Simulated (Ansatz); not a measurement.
# Two runs on CH4BClOSi

System: CH4BClOSi.
Method of run 1: RKS SPW92 (LDA)/def2-TZVPP (Ansatz 0.2.0).

The geometry comes from this level: PBE0-D4/def2-TZVP. Text and figures count atoms from 1; the logs count them from 0 in places.

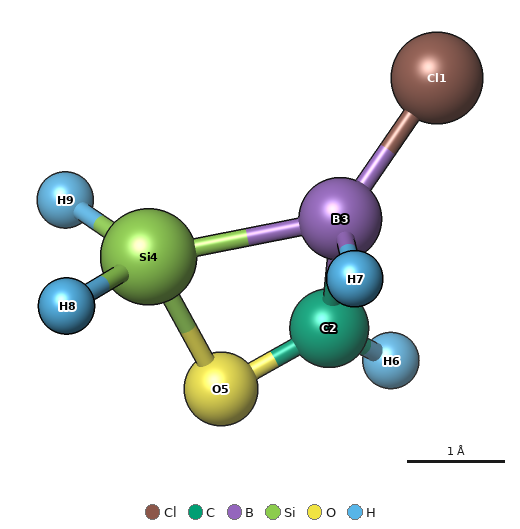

**Figure 1.** The input geometry (ball-and-stick view, seen at a tilt; atoms are numbered from 1 in the order of the input).

### Input file, run 1
```yaml
crystal:
  periodic: [false, false, false]
  atoms:
    - {symbol: Cl, position_ang: [-0.238911, 2.258541, 1.448008]}
    - {symbol: C, position_ang: [-0.190119, 0.588012, -0.981512]}
    - {symbol: B, position_ang: [0.315922, 0.870670, 0.453535]}
    - {symbol: Si, position_ang: [-0.065372, -1.129426, 0.448055]}
    - {symbol: O, position_ang: [-0.100921, -0.672825, -1.274816]}
    - {symbol: H, position_ang: [-0.641134, 1.215035, -1.760579]}
    - {symbol: H, position_ang: [1.519208, 0.712694, 0.332587]}
    - {symbol: H, position_ang: [0.919415, -2.225196, 0.643627]}
    - {symbol: H, position_ang: [-1.429590, -1.663804, 0.673994]}
basis:
  gaussian: {orbitals: def2-TZVPP}
hamiltonian: {xc: lda}
output: {orbitals: {seedname: orbitals}}
```

Command:
```bash
ansatz run in.yaml --threads 4 --pin off --events-out ev --progress --plain --max-ram 10444MiB
```

Hardware: 4 threads of Arm Neoverse V1, 23 GiB of memory available, shared host.

### Output (run 1)
```
Functional definition: SPW92
  exchange = slater_x
  correlation = pw_c
1318 factors; their error is unknown
mean field evaluation 1: about -24115.2661 eV, gradient 5.9e1 eV
mean field evaluation 2: about -24087.8099 eV, gradient 1.2e2 eV
mean field evaluation 4: about -24122.8540 eV, gradient 2.1e1 eV
mean field evaluation 8: about -24123.7745 eV, gradient 1.5e-1 eV
mean field evaluation 16: about -24123.7467 eV, gradient 3.1e-4 eV
mean field -24123.74674653 eV, -886.5313412721 hartree, gradient 4.1e-5 eV, S^2 0.000000; 0 other end points of the search recorded, 0 dependent functions left out
reference -24123.74678695 eV, -886.5313427576 hartree; 27, 27 occupied and 206, 206 virtual orbitals, 1318 factors
Total energy: -24123.74678695 eV, -886.5313427576 hartree
```

The input of run 2 differs as follows (lines with − go, lines with + come):
```diff
-hamiltonian: {xc: lda}
+hamiltonian: {xc: {name: B97M-V}}
```

Predict how the results change.

The total energies belong to different methods, so their difference says nothing on which is more stable or more accurate. The HOMO goes from −6.27 to −6.45 eV. The LUMO goes from −3.77 to −3.46 eV.

### Output (run 2)
```
Functional definition: B97M-V
  parameter cx00 = 1.000
  parameter cx01 = 1.308
  parameter cx02 = 1.901
  parameter cx10 = 0.416
  parameter cx11 = 3.070
  parameter css00 = 1.000
  parameter css02 = -1.855
  parameter css10 = -5.668
  parameter css32 = -20.497
  parameter css42 = -20.364
  parameter cos00 = 1.000
  parameter cos01 = 1.573
  parameter cos03 = -6.298
  parameter cos10 = 2.535
  parameter cos32 = -6.427
  parameter b = 6.0
  parameter c = 0.01
  gx(w, u) = cx00 + cx01*u + cx02*u^2 + (cx10 + cx11*u)*w
  gss(w, u) = css00 + css02*u^2 + css10*w + (css32*w^3 + css42*w^4)*u^2
  gos(w, u) = cos00 + cos01*u + cos03*u^3 + cos10*w + cos32*w^3*u^2
  exchange = spin_sum(e_x_unif_s*gx(b97_w, b97_u_x))
  correlation = spin_sum(e_c_pw_mod_same_spin*gss(b97_w, b97_u_same))
      + integral(e_c_pw_mod_opposite_spin*gos(b97_w_opposite, b97_u_opposite)) + vv10(b, c)
1318 factors; their error is unknown
mean field evaluation 1: about -24216.9004 eV, gradient 4.8e1 eV
mean field evaluation 2: about -24205.4987 eV, gradient 8.4e1 eV
mean field evaluation 4: about -24222.2679 eV, gradient 1.0e1 eV
mean field evaluation 8: about -24222.5161 eV, gradient 3.1e-1 eV
mean field evaluation 16: about -24222.4825 eV, gradient 3.7e-4 eV
mean field -24222.48252452 eV, -890.1598141879 hartree, gradient 4.0e-5 eV, S^2 0.000000; 0 other end points of the search recorded, 0 dependent functions left out
reference -24222.48258759 eV, -890.1598165054 hartree; 27, 27 occupied and 206, 206 virtual orbitals, 1318 factors
Total energy: -24222.48258759 eV, -890.1598165054 hartree
```

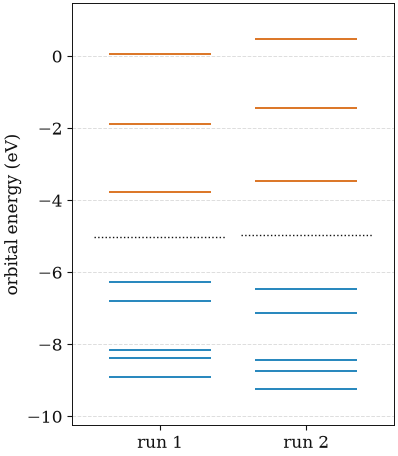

**Figure 2.** The five highest filled and three lowest empty orbital energies of the two runs; the dotted lines part filled from empty levels. The HOMO–LUMO gap is 2.50 eV in run 1 and 2.99 eV in run 2.

### The two runs side by side

| quantity | run 1 | run 2 |
| --- | --- | --- |
| outcome | converged | converged |
| total energy (hartree) | −886.531343 | −890.159817 |
| HOMO (eV) | −6.27 | −6.45 |
| LUMO (eV) | −3.77 | −3.46 |
| basis functions | 233 | 233 |
| wall time (shared host) | 1.3 s | 8.5 s |
